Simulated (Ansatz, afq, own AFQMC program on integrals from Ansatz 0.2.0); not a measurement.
**CH2Al (quartet): AFQMC on the coupled-cluster ladder at distance Al1–C2 = 2.117 Å, cc-pVDZ**

Aim: compute CH2Al (quartet) with auxiliary-field quantum Monte Carlo on the same integrals as coupled cluster, and set the energies side by side.

Method: cc-pVDZ, frozen cores; program: Ansatz 0.2.0, Gaussian basis, and an in-house AFQMC program (afq) on its integrals; all values are calculated.

Plan: PBE (unrestricted); r2SCAN (unrestricted); PBE0 (unrestricted); B3LYP (unrestricted); wB97M-V (unrestricted); B2PLYP (unrestricted); CCSD(T) on UHF; CCSDT(Q) on UHF; Phaseless AFQMC, CISD trial on UHF.

### 1 The system

The geometry derives from a PBE0/def2-TZVP stationary point (not a proven minimum). One bond is set to the value named and the two fragments are kept rigid.

4 atoms, charge 0, spin multiplicity 4.

Atoms are counted from 1 here; the program's logs count them from 0.

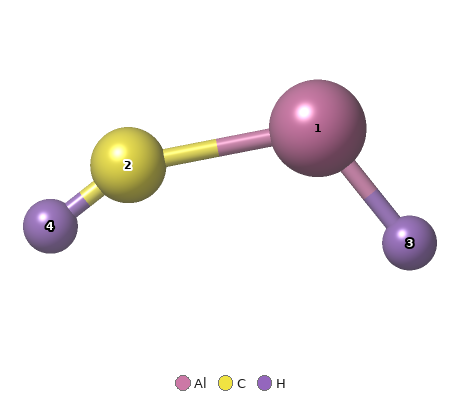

The geometry (aluminium pink, carbon yellow, hydrogen purple); atoms are numbered from 1 in the order of the file.

### 2 PBE (unrestricted)

Contents of in.yaml:

```yaml
crystal:
  periodic: [false, false, false]
  atoms:
    - {symbol: Al, position_ang: [0.000000, -0.077090, 0.674831]}
    - {symbol: C, position_ang: [0.000000, 0.015927, -1.440124]}
    - {symbol: H, position_ang: [0.000000, 1.319002, 1.481943]}
    - {symbol: H, position_ang: [0.000000, 0.554846, -2.385843]}
basis:
  gaussian: {orbitals: cc-pVDZ}
magnetization: {spin_polarized: true, initial_magnetization: 3}
hamiltonian: {xc: {name: PBE}}
output: {orbitals: {seedname: orbitals}}
```

The run is started by

```sh
> ansatz run in.yaml --threads 1 --pin off --events-out ev --progress --plain --max-ram 1382MiB
```

Output:

```text
Functional definition: PBE
  name "PBE"
  cite "Perdew, Burke & Ernzerhof, Phys. Rev. Lett. 77, 3865 (1996) doi:10.1103/PhysRevLett.77.3865"
  parent pbe
  parameter kappa = 0.804
  parameter beta = 0.06672455060314922
  exchange = pbe_x(kappa = kappa, mu = beta*pi^2/3)
  correlation = pbe_c(beta = beta)
549 factors; their error is unknown
mean field evaluation 1: about -7652.7412 eV, gradient 2.1e1 eV
mean field evaluation 2: about -7638.6848 eV, gradient 4.3e1 eV
mean field evaluation 4: about -7655.9320 eV, gradient 2.1e0 eV
mean field evaluation 8: about -7655.9572 eV, gradient 2.4e-2 eV
mean field evaluation 16: about -7655.9572 eV, gradient 1.2e-5 eV
mean field -7655.95724096 eV, -281.3512392111 hartree, gradient 1.2e-5 eV, S^2 3.756526; 0 other end points of the search recorded, 0 dependent functions left out
reference -7655.95727620 eV, -281.3512405060 hartree; 12, 9 occupied and 30, 33 virtual orbitals, 549 factors
Total energy: -7655.95727620 eV, -281.3512405060 hartree
```

Wall time 0.96 s (1 thread of Intel Xeon Platinum 8259CL at 2.50GHz (Skylake/Cascade Lake), shared host).

From the report: ⟨S²⟩ of the determinant 3.757 (pure quartet: 3.75).

### 3 r2SCAN (unrestricted)

in.yaml, as its differences from that of step 2:

```diff
@@ -10,3 +10,2 @@
 magnetization: {spin_polarized: true, initial_magnetization: 3}
-hamiltonian: {xc: {name: PBE}}
-output: {orbitals: {seedname: orbitals}}
+hamiltonian: {xc: {name: r2SCAN}}
```

Launched as before.

Output:

```text
Functional definition: r2SCAN
  name "r2SCAN"
  cite "Furness, Kaplan, Ning, Perdew & Sun, J. Phys. Chem. Lett. 11, 8208 (2020) doi:10.1021/acs.jpclett.0c02405"
  cite "Furness, Kaplan, Ning, Perdew & Sun, J. Phys. Chem. Lett. 11, 9248 (2020) doi:10.1021/acs.jpclett.0c03077"
  parent r2scan
  parameter k0 = 0.174
  parameter k1 = 0.065
  parameter a1 = 4.9479
  exchange = r2scan_x(k0 = k0, k1 = k1, a1 = a1)
  correlation = r2scan_c
549 factors; their error is unknown
mean field evaluation 1: about -7657.5589 eV, gradient 1.9e1 eV
mean field evaluation 2: about -7650.2326 eV, gradient 3.3e1 eV
mean field evaluation 4: about -7660.0481 eV, gradient 1.1e0 eV
mean field evaluation 8: about -7660.0388 eV, gradient 3.2e-2 eV
mean field evaluation 16: about -7660.0389 eV, gradient 6.0e-5 eV
mean field -7660.03885315 eV, -281.5012356923 hartree, gradient 6.0e-5 eV, S^2 3.764390; 0 other end points of the search recorded, 0 dependent functions left out
reference -7660.03886666 eV, -281.5012361890 hartree; 12, 9 occupied and 30, 33 virtual orbitals, 549 factors
Total energy: -7660.03886666 eV, -281.5012361890 hartree
```

Wall time 2 s (1 thread of Intel Xeon Platinum 8259CL at 2.50GHz (Skylake/Cascade Lake), shared host).

From the report: ⟨S²⟩ of the determinant 3.764 (pure quartet: 3.75).

### 4 PBE0 (unrestricted)

in.yaml, as its differences from that of step 3:

```diff
@@ -10,2 +10,3 @@
 magnetization: {spin_polarized: true, initial_magnetization: 3}
-hamiltonian: {xc: {name: r2SCAN}}
+hamiltonian: {xc: {name: PBE0}}
+output: {orbitals: {seedname: orbitals}}
```

The command is unchanged.

Output:

```text
Functional definition: PBE0
  name "PBE0"
  cite "Adamo & Barone, J. Chem. Phys. 110, 6158 (1999) doi:10.1063/1.478522"
  cite "Perdew, Burke & Ernzerhof, Phys. Rev. Lett. 77, 3865 (1996) doi:10.1103/PhysRevLett.77.3865"
  parent pbe
  parameter a = 0.25
  parameter kappa = 0.804
  parameter beta = 0.06672455060314922
  exchange = (1 - a)*pbe_x(kappa = kappa, mu = beta*pi^2/3) + a*exact_x
  correlation = pbe_c(beta = beta)
401 factors; integrals over basis functions are off by at most 1.0e-3 eV
mean field evaluation 1: about -7654.8804 eV, gradient 1.6e1 eV
mean field evaluation 2: about -7653.3800 eV, gradient 2.1e1 eV
mean field evaluation 4: about -7656.8165 eV, gradient 4.9e-1 eV
mean field evaluation 8: about -7656.8662 eV, gradient 4.4e-2 eV
mean field evaluation 16: about -7656.8663 eV, gradient 4.0e-5 eV
mean field -7656.86625769 eV, -281.3846449596 hartree, gradient 4.0e-5 eV, S^2 3.759789; 0 other end points of the search recorded, 0 dependent functions left out
reference -7656.86628437 eV, -281.3846459402 hartree; 12, 9 occupied and 30, 33 virtual orbitals, 401 factors
Total energy: -7656.86628437 eV, -281.3846459402 hartree
```

It took 1.3 s on 1 thread of Intel Xeon Platinum 8259CL at 2.50GHz (Skylake/Cascade Lake), shared host.

From the report: ⟨S²⟩ of the determinant 3.760 (pure quartet: 3.75).

### 5 B3LYP (unrestricted)

in.yaml, as its differences from that of step 4:

```diff
@@ -10,3 +10,2 @@
 magnetization: {spin_polarized: true, initial_magnetization: 3}
-hamiltonian: {xc: {name: PBE0}}
-output: {orbitals: {seedname: orbitals}}
+hamiltonian: {xc: {name: B3LYP}}
```

The command is unchanged.

Output, shortened:

```text
Functional definition: B3LYP
  name "B3LYP"
  cite "Stephens, Devlin, Chabalowski & Frisch, J. Phys. Chem. 98, 11623 (1994) doi:10.1021/j100096a001"
  cite "Becke, Phys. Rev. A 38, 3098 (1988) doi:10.1103/PhysRevA.38.3098"
  cite "Lee, Yang & Parr, Phys. Rev. B 37, 785 (1988) doi:10.1103/PhysRevB.37.785"
  cite "Vosko, Wilk & Nusair, Can. J. Phys. 58, 1200 (1980) doi:10.1139/p80-159"
[...]
401 factors; integrals over basis functions are off by at most 1.0e-3 eV
[...]
mean field -7661.92098573 eV, -281.5704027892 hartree, gradient 6.7e-5 eV, S^2 3.758739; 0 other end points of the search recorded, 0 dependent functions left out
reference -7661.92118763 eV, -281.5704102086 hartree; 12, 9 occupied and 30, 33 virtual orbitals, 401 factors
Total energy: -7661.92118763 eV, -281.5704102086 hartree
```

Wall time 1.3 s (1 thread of Intel Xeon Platinum 8259CL at 2.50GHz (Skylake/Cascade Lake), shared host).

From the report: ⟨S²⟩ of the determinant 3.759 (pure quartet: 3.75).

### 6 wB97M-V (unrestricted)

in.yaml, as its differences from that of step 5:

```diff
@@ -10,2 +10,3 @@
 magnetization: {spin_polarized: true, initial_magnetization: 3}
-hamiltonian: {xc: {name: B3LYP}}
+hamiltonian: {xc: {name: wB97M-V}}
+output: {orbitals: {seedname: orbitals}}
```

Same command.

Output, shortened:

```text
Functional definition: wB97M-V
  name "wB97M-V"
  cite "Mardirossian & Head-Gordon, J. Chem. Phys. 144, 214110 (2016) doi:10.1063/1.4952647"
  cite "Becke, J. Chem. Phys. 107, 8554 (1997) doi:10.1063/1.475007"
  cite "Vydrov & Van Voorhis, J. Chem. Phys. 133, 244103 (2010) doi:10.1063/1.3521275"
  # Of w^i u^j: cxij and so on, Table III.
[...]
  gx(w, u) = 1 - cx + cx01*u + cx10*w
  gss(w, u) = css00 + css04*u^4 + css10*w + css20*w^2 + css43*w^4*u^3
  gos(w, u) = cos00 + cos10*w + (cos20 + cos21*u)*w^2 + (cos60 + cos61*u)*w^6
[...]
      + integral(e_c_pw_mod_opposite_spin*gos(b97_w_opposite, b97_u_opposite)) + vv10(b, c)
401 factors; integrals over basis functions are off by at most 1.0e-3 eV
145 factors; integrals over basis functions are off by at most 1.4e-5 eV
[...]
mean field -7660.07089947 eV, -281.5024133731 hartree, gradient 2.6e-5 eV, S^2 3.757369; 0 other end points of the search recorded, 0 dependent functions left out
reference -7660.07093773 eV, -281.5024147788 hartree; 12, 9 occupied and 30, 33 virtual orbitals, 401 factors
Total energy: -7660.07093773 eV, -281.5024147788 hartree
```

Wall time 4.5 s (1 thread of Intel Xeon Platinum 8259CL at 2.50GHz (Skylake/Cascade Lake), shared host).

From the report: ⟨S²⟩ of the determinant 3.757 (pure quartet: 3.75).

### 7 B2PLYP (unrestricted)

in.yaml, as its differences from that of step 6:

```diff
@@ -10,3 +10,3 @@
 magnetization: {spin_polarized: true, initial_magnetization: 3}
-hamiltonian: {xc: {name: wB97M-V}}
-output: {orbitals: {seedname: orbitals}}
+hamiltonian: {xc: {name: B2PLYP}}
+correlation: {electrons: outside_noble_gas}
```

Launched as before.

Output, shortened:

```text
Functional definition: B2PLYP
  name "B2PLYP"
  cite "Grimme, J. Chem. Phys. 124, 034108 (2006) doi:10.1063/1.2148954"
  cite "Becke, Phys. Rev. A 38, 3098 (1988) doi:10.1103/PhysRevA.38.3098"
  cite "Lee, Yang & Parr, Phys. Rev. B 37, 785 (1988) doi:10.1103/PhysRevB.37.785"
[...]
401 factors; integrals over basis functions are off by at most 1.0e-3 eV
[...]
mean field -7655.55776076 eV, -281.3365585846 hartree, gradient 2.4e-6 eV, S^2 3.765478; 0 other end points of the search recorded, 0 dependent functions left out
6 core orbitals not correlated: weight in the atoms' cores, before any rotation towards them, 1.000 or more for the frozen orbitals, at most 0.000 for the correlated occupied ones
reference -7655.55788962 eV, -281.3365633200 hartree; 6, 3 occupied and 30, 33 virtual orbitals, 401 factors
second order -4.52195087 eV of doubles, -0.00000000 eV of singles
Total energy: -7656.77881635 eV, -281.3814315499 hartree
```

Run time: 1.5 s. Hardware: 1 thread of Intel Xeon Platinum 8259CL at 2.50GHz (Skylake/Cascade Lake), shared host.

From the report: ⟨S²⟩ of the determinant 3.765 (pure quartet: 3.75).

### 8 CCSD(T) on UHF

in.yaml, as its differences from that of step 7:

```diff
@@ -10,3 +10,2 @@
 magnetization: {spin_polarized: true, initial_magnetization: 3}
-hamiltonian: {xc: {name: B2PLYP}}
-correlation: {electrons: outside_noble_gas}
+correlation: {method: ccsd_t, electrons: outside_noble_gas, hamiltonian_folder: ham}
```

The command is unchanged.

Output, shortened:

```text
Functional definition: HF
  name "HF"
  cite "Fock, Z. Phys. 61, 126 (1930) doi:10.1007/BF01340294"
  parent pbe
[...]
401 factors; integrals over basis functions are off by at most 1.0e-3 eV
[...]
mean field -7641.59810569 eV, -280.8235507228 hartree, gradient 2.8e-6 eV, S^2 3.779146; 1 other end points of the search recorded, 0 dependent functions left out
determinant -7641.59810569 eV, -280.8235507228 hartree, with singles and doubles -7646.00447434 eV, -280.9854817840 hartree
determinant -7638.89963455 eV, -280.7243837374 hartree, with singles and doubles -7643.43389143 eV, -280.8910146045 hartree
6 core orbitals not correlated: weight in the atoms' cores, before any rotation towards them, 1.000 or more for the frozen orbitals, at most 0.000 for the correlated occupied ones
reference -7641.59810569 eV, -280.8235507228 hartree; 6, 3 occupied and 30, 33 virtual orbitals, 401 factors
second order -3.54905452 eV of doubles, -0.00000000 eV of singles
cycle   1  -4.40633017 eV  change    3.8e-5 eV  update   7.2e-4
[...]
cycle   7  -4.40645487 eV  change   -4.8e-6 eV  update   3.0e-6
perturbative correction -0.10492631 eV, -0.0038559707 hartree
Total energy: -7646.10948687 eV, -280.9893409232 hartree
```

It took 1.7 s on 1 thread of Intel Xeon Platinum 8259CL at 2.50GHz (Skylake/Cascade Lake), shared host.

From the report: ⟨S²⟩ of the determinant 3.779 (pure quartet: 3.75); correlation -4.5114 eV; T1 0.021; largest double amplitude 0.04.

This run also writes the integrals to the folder ham.

### 9 CCSDT(Q) on UHF

in.yaml, as its differences from that of step 8:

```diff
@@ -10,2 +10,2 @@
 magnetization: {spin_polarized: true, initial_magnetization: 3}
-correlation: {method: ccsd_t, electrons: outside_noble_gas, hamiltonian_folder: ham}
+correlation: {method: ccsdt_q, electrons: outside_noble_gas}
```

The command is unchanged.

Output, shortened:

```text
Functional definition: HF
  name "HF"
  cite "Fock, Z. Phys. 61, 126 (1930) doi:10.1007/BF01340294"
  parent pbe
[...]
769 factors; integrals over basis functions are off by at most 2.2e-7 eV
[...]
mean field -7641.59814954 eV, -280.8235523343 hartree, gradient 3.0e-6 eV, S^2 3.779146; 1 other end points of the search recorded, 0 dependent functions left out
determinant -7641.59814954 eV, -280.8235523343 hartree, with singles and doubles -7646.00451303 eV, -280.9854832060 hartree
determinant -7638.89969126 eV, -280.7243858214 hartree, with singles and doubles -7643.43393764 eV, -280.8910163027 hartree
6 core orbitals not correlated: weight in the atoms' cores, before any rotation towards them, 1.000 or more for the frozen orbitals, at most 0.000 for the correlated occupied ones
reference -7641.59814954 eV, -280.8235523343 hartree; 6, 3 occupied and 30, 33 virtual orbitals, 769 factors
second order -3.54907345 eV of doubles, -0.00000000 eV of singles
cycle   1  -4.14405261 eV  change   -5.9e-1 eV  update   6.8e-2
[...]
cycle  17  -4.54059357 eV  change    7.4e-7 eV  update   6.6e-7
perturbative correction -0.00639153 eV, -0.0002348845 hartree
Total energy: -7646.14513464 eV, -280.9906509546 hartree
```

Wall time 13 s (1 thread of Intel Xeon Platinum 8259CL at 2.50GHz (Skylake/Cascade Lake), shared host); peak memory 0.25 GiB.

From the report: ⟨S²⟩ of the determinant 3.779 (pure quartet: 3.75); correlation -4.5470 eV; T1 0.022; largest double amplitude 0.04.

### 10 Phaseless AFQMC, CISD trial on UHF

It reads the integrals that the CCSD(T) run on this determinant wrote.

The run is started by

```sh
> afq ham --method phaseless --trial cisd --walkers 60 --populations 1 --least-time 40 --time-step 0.005 --steps-per-block 50 --equilibration-blocks 28 --max-blocks 300 --target-error 0.00036 --factor-cut 1e-05 --start spin_pure --seed 7965 --release-times 0.24,0.51,0.99,1.62,2.4 --release-step 0.03 --release-every 4 --taylor-order 6
```

Output:

```text
orbitals 36  electrons 6 3  factors 265 of 401
reference energy -280.82355072 Eh
CCSD correlation -0.16193412 Eh in 12 cycles, weight of the determinant in the CISD state 0.9051
energy of the start -280.984965 Eh
 block  time / (1/Eh)  mean weight  energy / Eh
     1     0.250  0.9978  -280.983733
     2     0.500  0.9994  -280.984313
     3     0.750  0.9981  -280.986279
     4     1.000  1.0010  -280.988140
     5     1.250  1.0006  -280.986940
     6     1.500  1.0009  -280.990205
     7     1.750  1.0004  -280.988888
     8     2.000  0.9987  -280.988265
     9     2.250  0.9987  -280.988071
    10     2.500  1.0016  -280.987749
    13     3.250  1.0008  -280.986279
    17     4.250  1.0009  -280.988788
    21     5.250  1.0013  -280.989579
    25     6.250  1.0006  -280.986979
    29     7.250  0.9820  -280.990088
    33     8.250  0.9987  -281.002435
    37     9.250  1.0008  -280.990043
    41    10.250  1.0003  -280.992921
    45    11.250  1.0015  -280.993052
    49    12.250  1.0025  -280.991411
    53    13.250  0.9996  -280.988405
    57    14.250  0.9996  -280.990772
    61    15.250  0.9999  -280.990156
    65    16.250  1.0009  -280.996604
    69    17.250  0.9989  -280.989208
    73    18.250  1.0002  -280.989443
    77    19.250  1.0008  -280.989524
    81    20.250  0.9995  -280.990331
    85    21.250  0.9998  -280.993246
    89    22.250  0.9983  -280.990563
    93    23.250  1.0018  -280.987124
    97    24.250  0.9992  -280.989162
   101    25.250  0.9994  -280.990561
   105    26.250  1.0011  -280.989766
   109    27.250  1.0013  -280.991995
   113    28.250  1.0002  -280.992387
   117    29.250  0.9997  -280.987264
   121    30.250  0.9991  -280.987469
   125    31.250  0.9989  -280.995826
   129    32.250  1.0002  -280.990201
   133    33.250  1.0001  -280.996176
   137    34.250  1.0004  -280.986757
   141    35.250  0.9988  -280.989897
   145    36.250  0.9974  -280.986732
   149    37.250  1.0013  -280.988520
   153    38.250  1.0000  -280.988081
   157    39.250  0.9992  -280.989807
   161    40.250  1.0011  -280.991656
   165    41.250  0.9991  -280.989914
   169    42.250  0.9985  -280.989767
   173    43.250  1.0005  -280.993207
   177    44.250  1.0009  -280.991694
   181    45.250  1.0014  -280.991883
   185    46.250  0.9997  -280.990503
   189    47.250  1.0020  -280.990996
   193    48.250  0.9997  -280.991939
   197    49.250  1.0004  -280.996226
blocks merged  error / Eh  count
     1  0.000202  170
     2  0.000243  85
     4  0.000309  42
     8  0.000340  21
    16  0.000313  10
released: time / (1/Eh)  energy / Eh  error  mean overlap
  0.24  -280.990679  0.000374  0.9968
  0.51  -280.990307  0.000287  0.9940
  0.99  -280.990589  0.000368  0.9881
  1.62  -280.990343  0.000287  0.9977
  2.40  -280.990200  0.000313  0.9992
energy -280.990971 +/- 0.000340 Eh
```

Wall time 4.2 min (1 thread of Intel Xeon Platinum 8259CL at 2.50GHz (Skylake/Cascade Lake), shared host).

Energy -7646.1538 ± 0.0093 eV. Caveats: constraint bias not in the error.

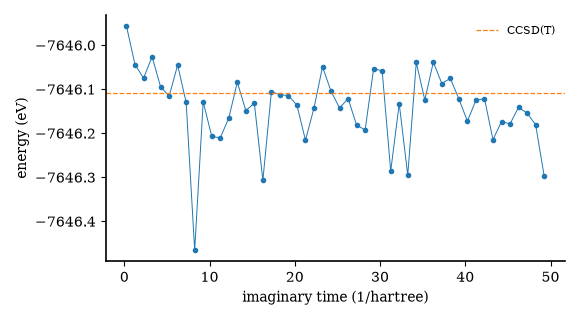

Block energies along the walk.

### 11 AFQMC on the ladder

On the UHF determinant, counted from CCSDT(Q) (a yardstick, not exact):

| level | energy (eV) | from CCSDT(Q) (kJ/mol) | statistical error (kJ/mol) | time |
| --- | --- | --- | --- | --- |
| HF | -7641.5981 | +438.7 |  |  |
| MP2 | -7645.1472 | +96.3 |  |  |
| CCSD | -7646.0046 | +13.6 |  |  |
| CCSD(T) | -7646.1095 | +3.4 |  |  |
| CCSDT(Q) | -7646.1451 | 0.0 |  |  |
| Phaseless AFQMC, CISD trial, step 0.005, 60 walkers | -7646.1538 | -0.8 | 0.9 | 4.2 min |

The functionals' totals stand on their own zeros and serve differences with other points: PBE -7655.957 eV; r2SCAN -7660.039 eV; PBE0 -7656.866 eV; B3LYP -7661.921 eV; wB97M-V -7660.071 eV; B2PLYP -7656.779 eV.

### 12 Outcome

| quantity | value |
| --- | --- |
| CCSD(T) on UHF from CCSDT(Q) | +3.4 kJ/mol |
| Phaseless AFQMC, CISD trial on UHF from CCSDT(Q) | -0.8 ± 0.9 kJ/mol |

On UHF the phaseless walk with the CISD trial lies -0.8 kJ/mol from CCSDT(Q), within three error bars. Error bars are statistical and leave out the constraint, the time step and what remains of the start.
